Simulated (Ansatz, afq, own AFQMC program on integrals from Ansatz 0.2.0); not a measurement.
# BNH₂+ (quartet): quantum Monte Carlo beside coupled cluster, cc-pVDZ, part 2 of 2

Ansatz 0.2.0, Gaussian basis, and an in-house AFQMC program (afq) on its integrals; all values are calculated; cc-pVDZ, frozen cores. Earlier steps stand in the parts before.

## Step 10: CCSD(T) on UHF

in.yaml

```yaml
crystal:
  periodic: [false, false, false]
  atoms:
    - {symbol: B, position_ang: [0.000000, -0.124007, 0.773899]}
    - {symbol: N, position_ang: [0.000000, -0.022422, -0.597982]}
    - {symbol: H, position_ang: [0.000000, 0.956413, 1.330586]}
    - {symbol: H, position_ang: [0.000000, 0.685254, -1.321528]}
basis:
  gaussian: {orbitals: def2-TZVPP}
total_charge: 1
magnetization: {spin_polarized: true, initial_magnetization: 3}
correlation: {method: ccsd_t, electrons: outside_noble_gas}
```

On the command line:

```sh
$ ansatz run in.yaml --threads 1 --pin off --events-out ev --progress --plain --max-ram 1843MiB
```

Standard output (excerpt; [...] marks lines left out):

```text
Functional definition: HF
  name "HF"
  cite "Fock, Z. Phys. 61, 126 (1930) doi:10.1007/BF01340294"
  parent pbe
[...]
543 factors; integrals over basis functions are off by at most 1.3e-3 eV
[...]
mean field -2173.25764104 eV, -79.8657452215 hartree, gradient 6.2e-6 eV, S^2 3.763590; 3 other end points of the search recorded, 0 dependent functions left out
determinant -2173.25764104 eV, -79.8657452215 hartree, with singles and doubles -2179.19596856 eV, -80.0839747324 hartree
determinant -2170.53441297 eV, -79.7656684357 hartree, with singles and doubles -2176.55793677 eV, -79.9870288524 hartree
determinant -2169.95041129 eV, -79.7442067697 hartree, with singles and doubles -2176.31135796 eV, -79.9779672481 hartree
2 core orbitals not correlated: weight in the atoms' cores, before any rotation towards them, 1.000 or more for the frozen orbitals, at most 0.000 for the correlated occupied ones
reference -2173.25764104 eV, -79.8657452215 hartree; 6, 3 occupied and 82, 85 virtual orbitals, 543 factors
second order -5.05419101 eV of doubles, -0.00000000 eV of singles
cycle   1  -5.86251516 eV  change   -5.9e-1 eV  update   2.0e-2
[...]
cycle  10  -5.89304222 eV  change   -1.3e-6 eV  update   7.4e-6
perturbative correction -0.16537236 eV, -0.0060773222 hartree
Total energy: -2179.31605563 eV, -80.0883878508 hartree
```

Wall time 4.9 s (1 thread of Arm Neoverse V2, shared host); peak memory 0.37 GiB.

From the report: ⟨S²⟩ of the determinant 3.764 (pure quartet: 3.75); correlation -6.0584 eV; T1 0.028; largest double amplitude 0.04.

## Step 11: CCSD(T) on UHF

Changes to in.yaml since step 10:

```diff
@@ -8,3 +8,3 @@
 basis:
-  gaussian: {orbitals: def2-TZVPP}
+  gaussian: {orbitals: "def2-QZVPP.json"}
 total_charge: 1
```

The command is unchanged.

Standard output (excerpt; [...] marks lines left out):

```text
Functional definition: HF
  name "HF"
  cite "Fock, Z. Phys. 61, 126 (1930) doi:10.1007/BF01340294"
  parent pbe
[...]
1051 factors; integrals over basis functions are off by at most 9.4e-4 eV
[...]
mean field -2173.35913601 eV, -79.8694750926 hartree, gradient 1.4e-6 eV, S^2 3.763678; 3 other end points of the search recorded, 0 dependent functions left out
determinant -2173.35913601 eV, -79.8694750926 hartree, with singles and doubles -2179.72314908 eV, -80.1033482592 hartree
determinant -2170.63868855 eV, -79.7695004925 hartree, with singles and doubles -2177.09807342 eV, -80.0068785081 hartree
determinant -2170.05698870 eV, -79.7481234172 hartree, with singles and doubles -2176.85425862 eV, -79.9979184796 hartree
2 core orbitals not correlated: weight in the atoms' cores, before any rotation towards them, 1.000 or more for the frozen orbitals, at most 0.000 for the correlated occupied ones
reference -2173.35913601 eV, -79.8694750926 hartree; 6, 3 occupied and 166, 169 virtual orbitals, 1051 factors
second order -5.46998119 eV of doubles, -0.00000000 eV of singles
cycle   1  -6.20594772 eV  change   -7.8e-1 eV  update   2.1e-2
[...]
cycle  10  -6.24316093 eV  change   -4.6e-6 eV  update   9.5e-6
perturbative correction -0.18793478 eV, -0.0069064757 hartree
Total energy: -2179.79023172 eV, -80.1058135008 hartree
```

Wall time 5.8 min (1 thread of Arm Neoverse V2, shared host); peak memory 1.2 GiB.

From the report: ⟨S²⟩ of the determinant 3.764 (pure quartet: 3.75); correlation -6.4311 eV; T1 0.029; largest double amplitude 0.04.

## Step 12: Phaseless AFQMC, CISD trial on UHF

It reads the integrals that the CCSD(T) run on this determinant wrote.

On the command line:

```sh
$ afq ham --method phaseless --trial cisd --walkers 60 --populations 1 --least-time 40 --time-step 0.005 --steps-per-block 50 --equilibration-blocks 28 --max-blocks 300 --target-error 0.00036 --factor-cut 1e-05 --start spin_pure --seed 7723 --release-times 0.24,0.51,0.99,1.62,2.4 --release-step 0.03 --release-every 4 --taylor-order 6
```

Standard output:

```text
orbitals 36  electrons 6 3  factors 279 of 355
reference energy -79.84132585 Eh
CCSD correlation -0.17722232 Eh in 12 cycles, weight of the determinant in the CISD state 0.9163
energy of the start -80.018365 Eh
 block  time / (1/Eh)  mean weight  energy / Eh
     1     0.250  0.9972  -80.018119
     2     0.500  1.0006  -80.018202
     3     0.750  0.9994  -80.018133
     4     1.000  0.9991  -80.020257
     5     1.250  1.0006  -80.023953
     6     1.500  1.0003  -80.023328
     7     1.750  0.9989  -80.023023
     8     2.000  0.9989  -80.024446
     9     2.250  1.0007  -80.021454
    10     2.500  0.9987  -80.020135
    13     3.250  0.9983  -80.023413
    19     4.750  1.0003  -80.025066
    25     6.250  1.0019  -80.022640
    31     7.750  0.9980  -80.021832
    37     9.250  1.0003  -80.022122
    43    10.750  0.9985  -80.022683
    49    12.250  0.9994  -80.028453
    55    13.750  1.0007  -80.024006
    61    15.250  0.9848  -80.023131
    67    16.750  0.9997  -80.023640
    73    18.250  0.9998  -80.025926
    79    19.750  0.9997  -80.019777
    85    21.250  1.0010  -80.020756
    91    22.750  1.0008  -80.023932
    97    24.250  0.9981  -80.028097
   103    25.750  1.0021  -80.021714
   109    27.250  0.9977  -80.022589
   115    28.750  1.0001  -80.023582
   121    30.250  1.0010  -80.024357
   127    31.750  1.0006  -80.022801
   133    33.250  1.0015  -80.019680
   139    34.750  1.0006  -80.023076
   145    36.250  1.0011  -80.026612
   151    37.750  1.0009  -80.021929
   157    39.250  1.0012  -80.022319
   163    40.750  1.0013  -80.023412
   169    42.250  1.0034  -80.023995
   175    43.750  0.9993  -80.026614
   181    45.250  1.0018  -80.023894
   187    46.750  1.0025  -80.022590
   193    48.250  0.9988  -80.022229
   199    49.750  0.9999  -80.020100
   205    51.250  1.0011  -80.019867
   211    52.750  1.0031  -80.024711
   217    54.250  0.9989  -80.024909
   223    55.750  0.9982  -80.047272
   229    57.250  1.0003  -80.024661
   235    58.750  1.0004  -80.021111
   241    60.250  0.9986  -80.020715
   247    61.750  0.9997  -80.024262
   253    63.250  1.0028  -80.022013
   259    64.750  1.0000  -80.020406
   265    66.250  1.0021  -80.032347
blocks merged  error / Eh  count
     1  0.000231  240
     2  0.000284  120
     4  0.000326  60
     8  0.000342  30
    16  0.000295  15
released: time / (1/Eh)  energy / Eh  error  mean overlap
  0.24  -80.023539  0.000359  1.0047
  0.51  -80.023511  0.000409  1.0075
  0.99  -80.023927  0.000326  1.0042
  1.62  -80.023689  0.000354  1.0033
  2.40  -80.023336  0.000443  1.0288
energy -80.023643 +/- 0.000342 Eh
```

Wall time 5.2 min (1 thread of Arm Neoverse V2, shared host); peak memory 0.3 GiB.

Energy -2177.5543 ± 0.0093 eV. Caveats: constraint bias not in the error.

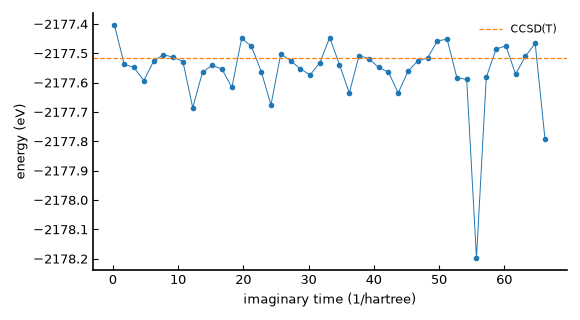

Block energies along the walk.

## Step 13: Phaseless AFQMC, single-determinant trial on UHF

It reads the integrals that the CCSD(T) run on this determinant wrote.

On the command line:

```sh
$ afq ham --method phaseless --trial hf --walkers 120 --populations 1 --least-time 40 --time-step 0.005 --steps-per-block 20 --equilibration-blocks 112 --max-blocks 600 --target-error 0.00108 --factor-cut 1e-05 --start spin_pure --seed 1179 --taylor-order 6
```

Standard output:

```text
orbitals 36  electrons 6 3  factors 279 of 355
reference energy -79.84132585 Eh
CCSD correlation -0.17722232 Eh in 12 cycles, weight of the determinant in the CISD state 0.9163
energy of the start -79.841655 Eh
 block  time / (1/Eh)  mean weight  energy / Eh
     1     0.100  1.0007  -79.882943
     2     0.200  1.0004  -79.914540
     3     0.300  1.0028  -79.945030
     4     0.400  1.0013  -79.966278
     5     0.500  1.0028  -79.970053
     6     0.600  1.0007  -79.981257
     7     0.700  1.0015  -79.986923
     8     0.800  1.0004  -79.988400
     9     0.900  0.9992  -79.997437
    10     1.000  0.9990  -80.010694
    17     1.700  0.9986  -80.024633
    33     3.300  1.0003  -80.026639
    49     4.900  0.9972  -80.012546
    65     6.500  0.9991  -80.019120
    81     8.100  0.9993  -80.024054
    97     9.700  1.0012  -80.034796
   113    11.300  0.9986  -80.025981
   129    12.900  0.9991  -80.024733
   145    14.500  0.9991  -80.033698
   161    16.100  0.9998  -80.023424
   177    17.700  0.9978  -80.032352
   193    19.300  1.0011  -80.043248
   209    20.900  0.9991  -80.039293
   225    22.500  0.9978  -80.003993
   241    24.100  0.9995  -80.028549
   257    25.700  0.9995  -80.016181
   273    27.300  0.9992  -80.020554
   289    28.900  1.0010  -80.028182
   305    30.500  1.0000  -80.034835
   321    32.100  0.9987  -80.028493
   337    33.700  0.9985  -80.020575
   353    35.300  1.0000  -80.016302
   369    36.900  1.0006  -80.033431
   385    38.500  1.0021  -80.022734
   401    40.100  1.0025  -80.020441
   417    41.700  1.0016  -80.036968
   433    43.300  1.0008  -80.028578
   449    44.900  0.9983  -80.019170
   465    46.500  0.9996  -80.003147
   481    48.100  1.0004  -80.026609
   497    49.700  1.0015  -80.032849
   513    51.300  1.0009  -80.031350
   529    52.900  0.9987  -80.030883
   545    54.500  1.0005  -80.015272
   561    56.100  1.0001  -80.015356
   577    57.700  1.0018  -80.033941
   593    59.300  1.0006  -80.036792
   609    60.900  1.0016  -80.003518
   625    62.500  0.9994  -80.032091
   641    64.100  0.9999  -80.018533
blocks merged  error / Eh  count
     1  0.000539  540
     2  0.000689  270
     4  0.000869  135
     8  0.001023  67
    16  0.001063  33
    32  0.001031  16
    64  0.000904  8
energy -80.026994 +/- 0.001063 Eh
```

It took 3.6 min on 1 thread of Arm Neoverse V2, shared host; peak memory 0.3 GiB.

Energy -2177.6454 ± 0.0289 eV. Caveats: constraint bias not in the error.

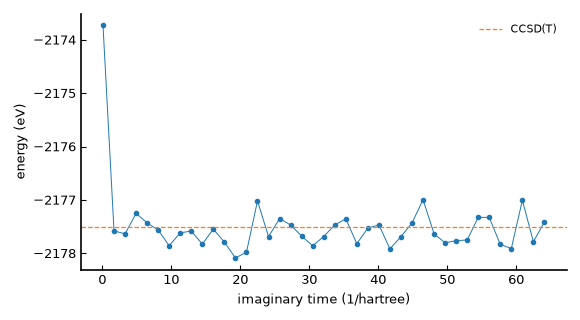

Block energies along the walk.

## Step 14: Free-projection AFQMC, CISD trial on UHF

It reads the integrals that the CCSD(T) run on this determinant wrote.

On the command line:

```sh
$ afq ham --method free --trial cisd --walkers 60 --time-step 0.03 --max-blocks 80 --target-error 0.00036 --factor-cut 1e-05 --seed 8322 --times 0,0.3,0.6,1.2,1.8,2.4,3.6,4.8,6 --taylor-order 8
```

Standard output:

```text
orbitals 36  electrons 6 3  factors 279 of 355
reference energy -79.84132585 Eh
CCSD correlation -0.17722232 Eh in 12 cycles, weight of the determinant in the CISD state 0.9163
repeat  energy at the last time / Eh  error
    10  -80.024172  0.001011
    20  -80.024253  0.000592
    30  -80.023611  0.000761
    40  -80.023519  0.000634
    50  -80.023701  0.000609
    60  -80.024064  0.000598
    70  -80.023638  0.000522
    80  -80.023424  0.000474
time / (1/Eh)  energy / Eh  error  mean overlap
  0.00  -80.018650  0.000090  1.0923
  0.30  -80.021507  0.000125  1.0918
  0.60  -80.022204  0.000134  1.1037
  1.20  -80.022750  0.000165  1.1134
  1.80  -80.023323  0.000222  1.1088
  2.40  -80.023401  0.000219  1.0870
  3.60  -80.023996  0.000335  1.0615
  4.80  -80.024290  0.000412  1.0195
  6.00  -80.023424  0.000474  1.0283
energy -80.023424 +/- 0.000474 Eh
```

It took 4.6 min on 1 thread of Arm Neoverse V2, shared host; peak memory 0.3 GiB.

Energy -2177.5483 ± 0.0129 eV. Caveats: remainder of the start not in the error.

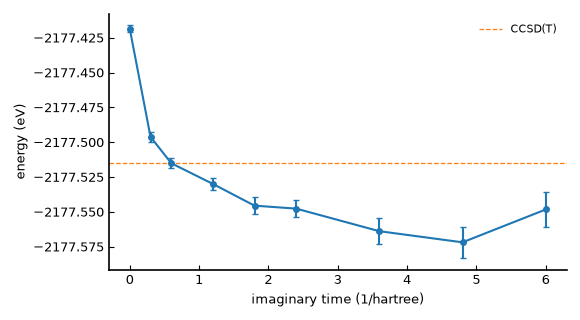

Energy against projection time, with error bars.

## Step 15: AFQMC on the ladder

On the UHF determinant, counted from CCSDT(Q) (a yardstick, not exact):

```tsv
level	energy (eV)	from CCSDT(Q) (meV)	statistical error (meV)	time
HF	-2172.5932	+4951.3		
MP2	-2176.5489	+995.6		
CCSD	-2177.4156	+128.9		
CCSD(T)	-2177.5148	+29.7		
CCSDT(Q)	-2177.5445	0.0		
Phaseless AFQMC, CISD trial, step 0.005, 60 walkers	-2177.5543	-9.8	9.3	5.2 min
Phaseless AFQMC, single-determinant trial, step 0.005, 120 walkers	-2177.6454	-101.0	28.9	3.6 min
Free-projection AFQMC, CISD trial, step 0.03, 60 walkers	-2177.5483	-3.8	12.9	4.6 min
```

The functionals' totals stand on their own zeros and serve differences with other points: PBE -2180.412 eV; r2SCAN -2182.379 eV; PBE0 -2180.814 eV; B3LYP -2183.601 eV; wB97M-V -2182.339 eV; B2PLYP -2181.223 eV.

## Step 16: Summary of results

This closing draws on all 2 parts.

| quantity | value |
| --- | --- |
| CCSD(T) on UHF from CCSDT(Q) | +29.7 meV |
| Phaseless AFQMC, CISD trial on UHF from CCSDT(Q) | -9.8 ± 9.3 meV |
| Phaseless AFQMC, single-determinant trial on UHF from CCSDT(Q) | -101.0 ± 28.9 meV |
| Free-projection AFQMC, CISD trial on UHF from CCSDT(Q) | -3.8 ± 12.9 meV |

**Reading.** On UHF the phaseless walk with the CISD trial lies -9.8 meV from CCSDT(Q), within three error bars. Free projection has no constraint; at the last time it gives -3.8 ± 12.9 meV, and from a start that isn't spin pure other spins can mix in. Error bars are statistical and leave out the constraint, the time step and what remains of the start.
